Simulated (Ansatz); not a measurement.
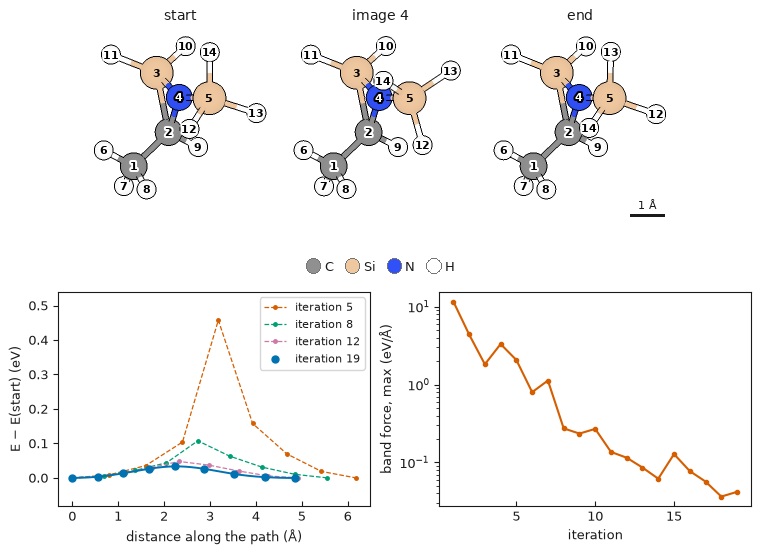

A search for the minimum-energy path of C2H9NSi2 by the nudged elastic band. Images are numbered from 0 (start) to 8 (end). The plot follows the band through its iterations. A ball-and-stick model, seen from a free direction.

Theory: RKS B3LYP-D4/def2-SVP (Ansatz). Run with 7 movable images; climbing image; force threshold 0.05 eV/Å; iteration limit 60; starting path through a guess of the saddle point.

> Did the band converge, and can the barrier be trusted?

The result is final at these settings. The band converged in 19 iterations. The largest component of the band force went from 12 to 0.042 eV/Å. The climbing image converged on the top of the path. Its vibrational analysis gives one imaginary mode (94i cm⁻¹), as a transition state must have. The first iteration put the highest image at 5.413 eV. The barrier is about 0.033 eV in both directions, with image 4 at the top; the ends have the same energy.

Cost: 7.9 min on 2 threads of Arm Neoverse V1 (shared host), peak memory 0.31 GiB.
